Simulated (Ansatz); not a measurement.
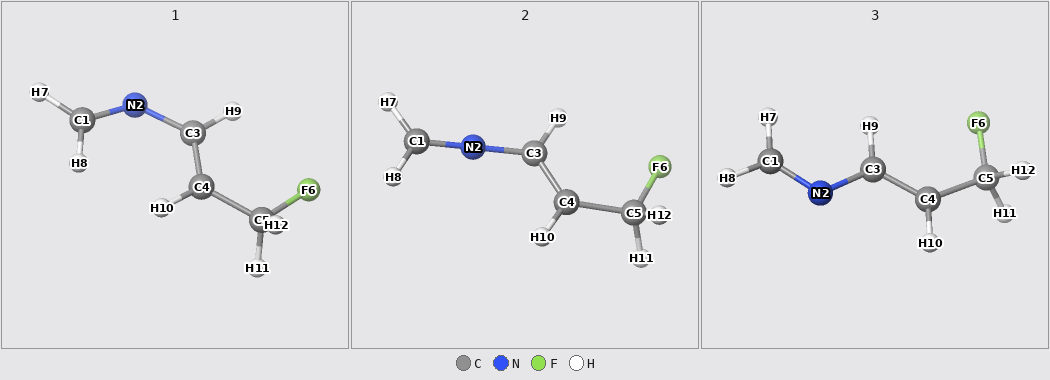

C4H6FN, SMILES C=NC=CCF. Coordinates scanned: (1) angle C1–N2–C3 (carried through 180); (2) change of the bonds N2–C1, N2–C3, all alike. Nothing is relaxed (all other coordinates rigid). Grid: 11 × 11 points. Points are written as (first, second). All energies are given in eV relative to the lowest grid point. Method: Ansatz, RKS PBE-D4/def2-SVP.

The numbered pictures are structures from this grid.

### Which is the most stable, and how do the others follow?

3, at (116°, 0.003 Å): 0.00 eV; 1, at (228°, 0.003 Å): 0.46 eV; 2, at (180°, −0.035 Å): 1.12 eV.

The map, with the structures marked:

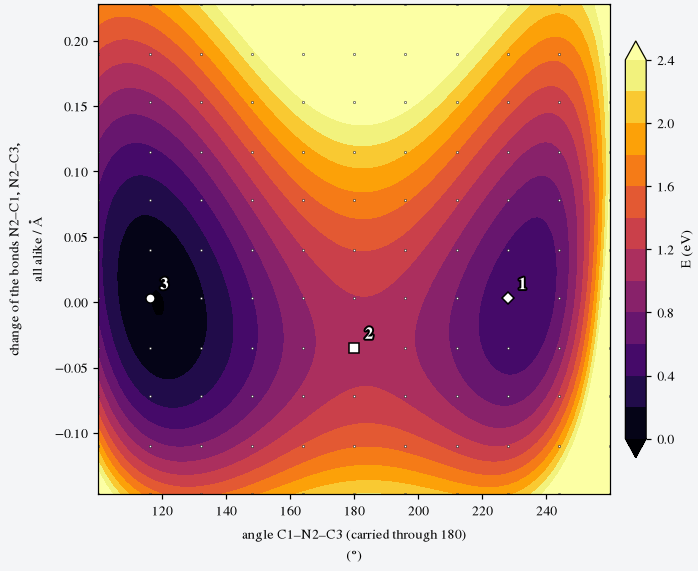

In the figure: filled contours, dots at the grid points, one colour for all values above the top of the scale. Between grid points the surface is interpolated.
